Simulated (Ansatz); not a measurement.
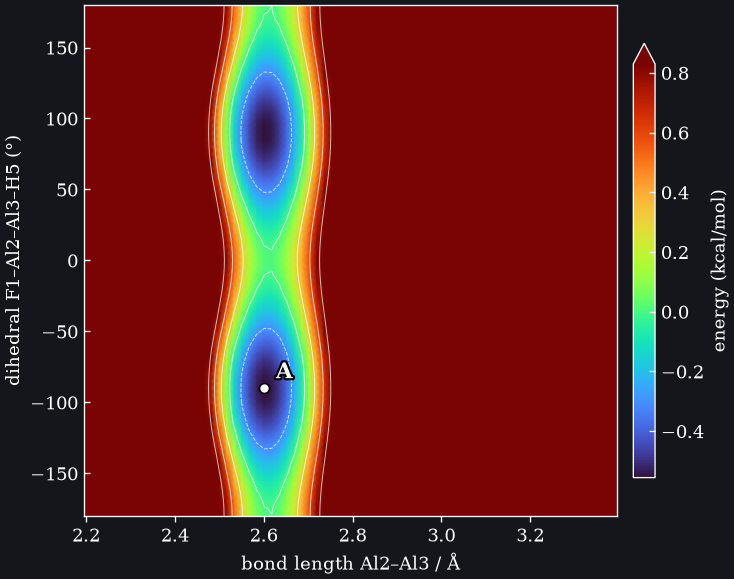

Al₂FH₃, SMILES [F][AlH][AlH2]. 
- First axis: bond length Al2–Al3. Second axis: dihedral F1–Al2–Al3–H5.
- Nothing is relaxed (all other coordinates rigid).
- Grid: 11 × 10 points; 66 points were computed and 44 follow by symmetry.
- Points are written as (first, second).
- Energies are in kcal/mol, from the relaxed molecule at the same level.
- The calculation used Ansatz, RHF-MP2, frozen core/def2-TZVP.

The picture shows a smooth colour map with a few white contour lines, one colour for all values above the top of the scale, the point A. Between grid points the surface is interpolated.

Question: What is the easiest way out of the well at A, and how high is the barrier?

Answer: The easiest path leads from the well at about (2.60 Å, −90°) to a well of about the same depth at about (2.60 Å, 90°). Its highest point lies about 0.55 kcal/mol above the bottom of the first well on the interpolated surface, at about (2.61 Å, −180°). This is the barrier on the constrained surface; relaxing the other coordinates would change it.

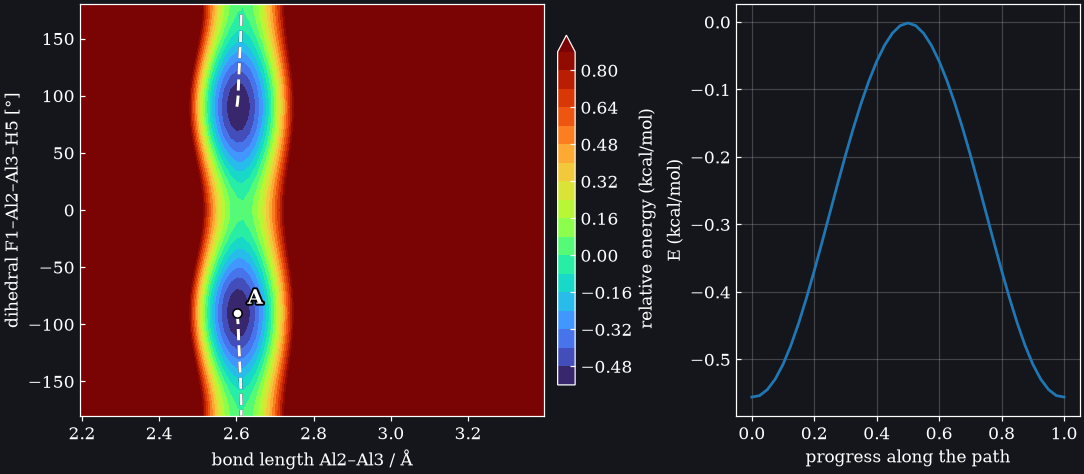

Drawn: filled contours, a line along the lowest path, one colour for all values above the top of the scale, the energy along the path at the right. Between grid points the surface is interpolated.
